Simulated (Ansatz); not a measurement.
Input file:

```
crystal:
  periodic: [false, false, false]
  atoms:
    - { symbol: C, position_ang: [-0.98791, 1.68559, -0.55874] }
    - { symbol: Si, position_ang: [0.01246, 0.4714, 0.21925] }
    - { symbol: C, position_ang: [1.02335, -0.98445, 0.42721] }
    - { symbol: O, position_ang: [0.43419, -2.27368, 0.48899] }
    - { symbol: H, position_ang: [-0.65422, 2.12961, -1.48589] }
    - { symbol: H, position_ang: [-1.58228, 2.34603, 0.05576] }
    - { symbol: H, position_ang: [1.8166, -0.94559, 1.17293] }
    - { symbol: H, position_ang: [-0.06218, -2.42892, -0.31949] }
basis:
  gaussian: { orbitals: def2-SVP }
hamiltonian:
  xc: lda
relax:
  f_tol: 0.015
  max_steps: 40
output:
  orbitals: {}
```

Run with:

```sh
ansatz run input.yaml --threads 1 --pin off --max-ram 2048MiB --backend cpu --events-out ev --progress --plain --runs-dir out
```

The fields are those of the run's last geometry, not of the input's.

These are results of RKS LDA/def2-SVP (Ansatz), not measurements.

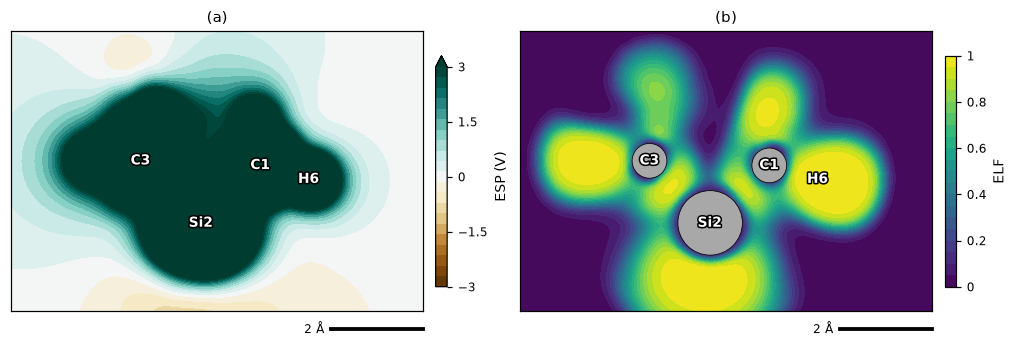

C₂H₄OSi. (a) molecular electrostatic potential; (b) ELF on the plane of atoms C1, Si2 and C3. Grey discs cover the atomic cores in the ELF map.

Q: Interpret the plot.

A: The section cuts through C, Si and H sites. C–Si (1.79 Å): the ELF peaks at about 0.90 between the atoms (localised, covalent bonding). C–Si (1.88 Å): the ELF peaks at about 0.95 between the atoms: a covalent bond. C–H (1.11 Å): the ELF climbs to about 1 towards the hydrogen, as it does in any bond to H (an ordinary covalent bond to hydrogen). The ELF also peaks beside Si2 and O4, away from the bonds: lone-pair regions. Outside the dense part of the molecule the potential is most negative (−0.8 V) near Si2.
